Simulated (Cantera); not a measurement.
Charge: 1 mol TiCl4, 0.77 mol O2, 41 mol H2, equilibrated at 1.00 bar.

Cantera equilibrium calculation (NASA polynomials, part measured and part estimated; ideal gas, pure solids and liquids). Candidate condensed phases: H2O, Ti, TiCl2, TiCl3, TiCl4, TiO, TiO2, Ti2O3, Ti3O5, Ti4O7; 23 gas species. Mutual solubility and eutectic melting of coexisting phases are not modelled. The tables' values for TiCl2 are old estimates; treat these amounts as uncertain. Kinetics and transport are ignored.

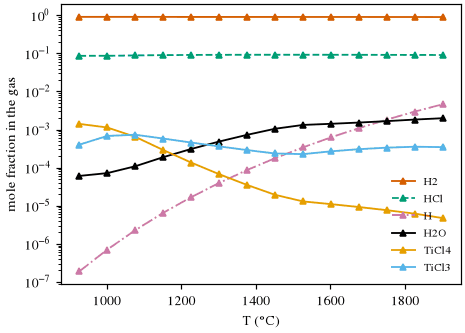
Figure: Equilibrium gas composition (values under 1e-9 drawn at 1e-9)

From 927 °C to 1002 °C the condensed part is Ti3O5(s). From 1077 °C to 1452 °C the condensed part is Ti2O3(s) + Ti3O5(s). From 1527 °C to 1827 °C the condensed part is Ti2O3(s). At 1902 °C the condensed part is Ti2O3(l). The main Ti-bearing gas is TiCl4 at 927 °C and TiCl3 at 1902 °C.
